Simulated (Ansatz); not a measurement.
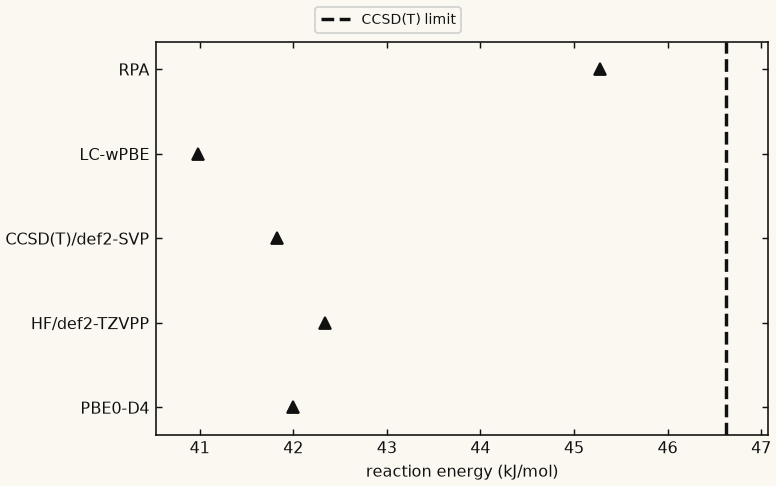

Electronic reaction energy of BAsH₄ (B[AsH2]) + SiH₃Cl ([SiH3]Cl) → BSiH₄Cl (B[SiH2]Cl) + AsH₃ ([AsH3]) (SMILES in brackets) at several levels (functionals in def2-TZVPP unless a basis is named), isolated molecules at PBE0-D4 triple-zeta geometries, minima by their frequencies, no zero-point or thermal terms, the Ansatz code 0.2.0. The line is frozen-core CCSD(T) at the basis limit (MP2 extrapolated from triple and quadruple zeta, plus CCSD(T) less MP2 in a smaller set). RPA holds a correlation term that converges slowly with the basis, so part of the distance to the limit is basis error. No dispersion term is added to LC-wPBE. The distance of CCSD(T)/def2-SVP to the limit includes basis error.

**Which level comes closest to the line (CCSD(T) limit), and which misses most?**

Closest RPA (45.3 kJ/mol), against 46.6 kJ/mol; farthest LC-wPBE (41.0 kJ/mol).

**Give the values.**

```tsv
level	kJ/mol	less CCSD(T) limit
RPA	45.3	−1.3
LC-wPBE	41.0	−5.6
CCSD(T)/def2-SVP	41.8	−4.8
HF/def2-TZVPP	42.3	−4.3
PBE0-D4	42.0	−4.6
CCSD(T) limit	46.6	0.0
```

Note: no scalar relativity up to krypton; outer-core shells are correlated without core-valence functions, which makes the correlated values less sure.
